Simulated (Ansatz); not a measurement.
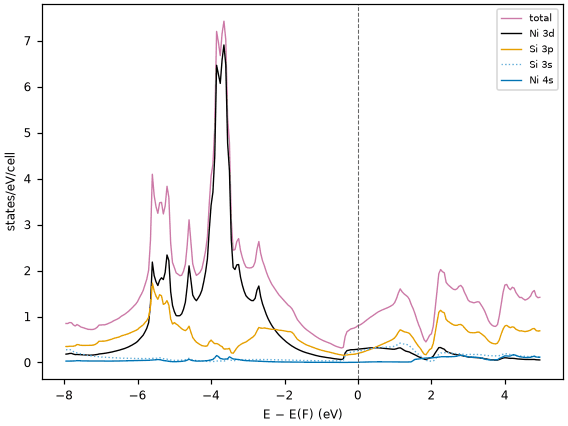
*Total and projected density of states of Si2Ni (fluorite or antifluorite type, space group No. 225), DFT-r²SCAN in the program Ansatz with PAW potentials*

Q: Which orbitals carry the states next to the Fermi level?

A: Within 0.5 eV of the Fermi level: Ni 3d 34 %, Si 3s 29 %, Si 3p 29 %, outside the projected shells 7 %. Projections are on Löwdin-orthogonalised atomic valence shells; empty p or d shells of many metals are not among them.

Q: Where is the tallest occupied peak in this window, and what makes it?

A: Near -3.6 eV, about 7.4 states/eV per cell; the largest projected share is Ni 3d.

Space group Fm-3m (fluorite or antifluorite type). The r²SCAN relaxation kept the symmetry of its start; of distortions, only those at the zone centre were tested. No spin polarisation was allowed.

Potentials: the earlier of the program's two PAW sets.
